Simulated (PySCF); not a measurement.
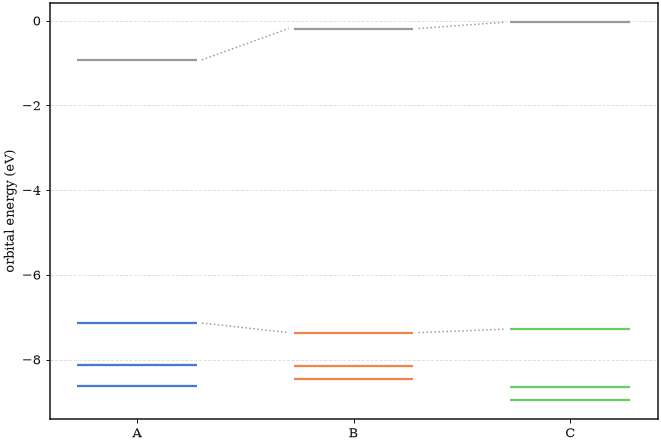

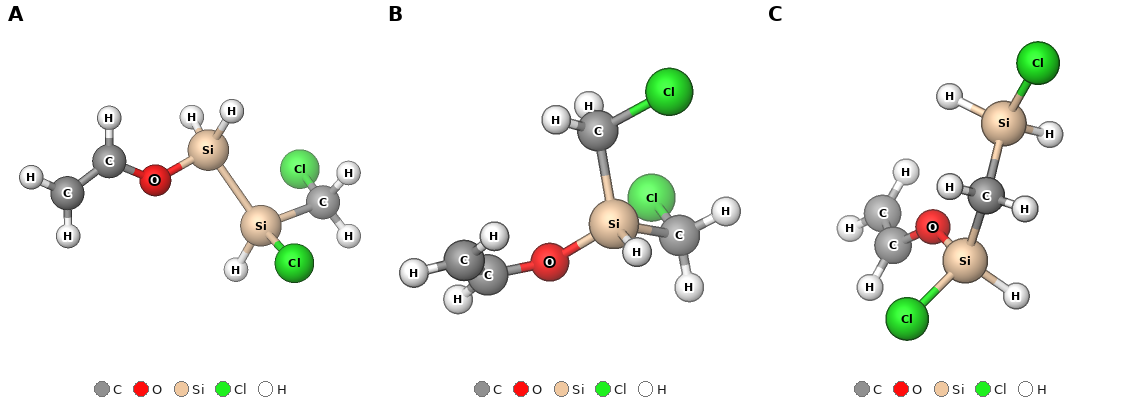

Related molecules: A is C₃H₈Cl₂OSi₂, SMILES C=CO[SiH2][Si@H](Cl)CCl; B is C₄H₈Cl₂OSi, SMILES C=CO[SiH](CCl)CCl; C is C₃H₈Cl₂OSi₂, SMILES C=CO[Si@H](Cl)C[SiH2]Cl. Frontier orbital energies, PBE0/def2-SVPD, PySCF, at a GFN2-xTB geometry (no frequency check); drawn are at most three filled levels and, in grey, the LUMO with any level within 0.03 eV of it; dotted lines join the HOMOs and the LUMOs.

> What does the change do to the frontier levels?

From A to B the HOMO falls by 0.23 eV and the LUMO rises by 0.74 eV, so the separation goes from 6.21 to 7.18 eV. From A to C the HOMO falls by 0.15 eV and the LUMO rises by 0.89 eV, so the separation goes from 6.21 to 7.25 eV.

Caveats, for all or some of the runs: one conformer of a flexible molecule; the tight-binding geometry is rougher than a DFT one and adds to the error.
